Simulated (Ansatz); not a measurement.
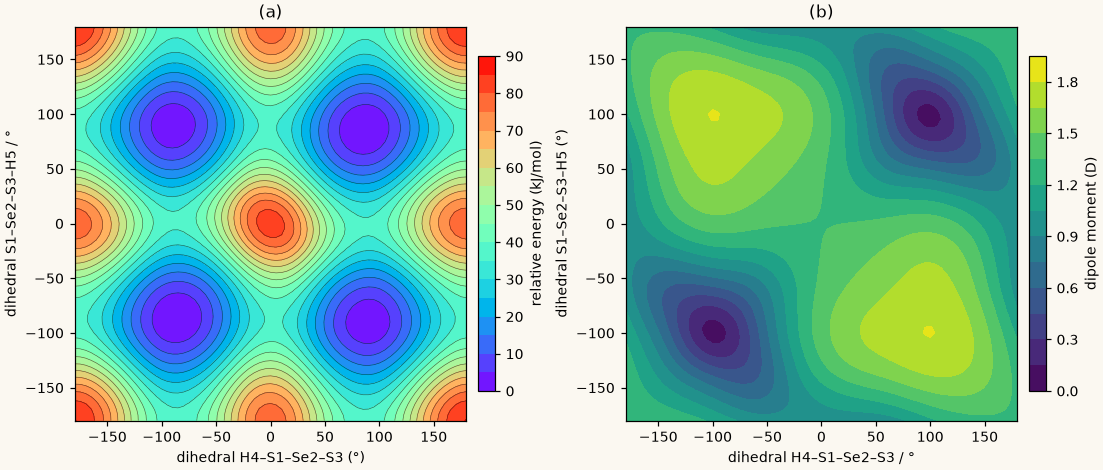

H₂S₂Se, SMILES S[Se]S. Coordinates scanned: (1) dihedral H4–S1–Se2–S3; (2) dihedral S1–Se2–S3–H5. Nothing is relaxed (all other coordinates rigid). The grid has 9 × 9 points; 25 points were computed and 56 follow by symmetry. Points are written as (first, second). Energies: kJ/mol, counted from the relaxed molecule at the same level. Level of theory: RHF-MP2, frozen core/def2-TZVP (Ansatz).

Panel (a) is the energy; panel (b) is the computed dipole moment, in D.

The picture shows filled contours. Between grid points the surface is interpolated.

**How does the dipole moment vary over the map, and what is it at the lowest grid point?**

Leaving out the highest fifth of the energies, it runs from 0.10 D at (−100°, −100°) to 1.80 D at (−100°, 100°). At the lowest grid point, (−100°, 100°), it is 1.80 D.
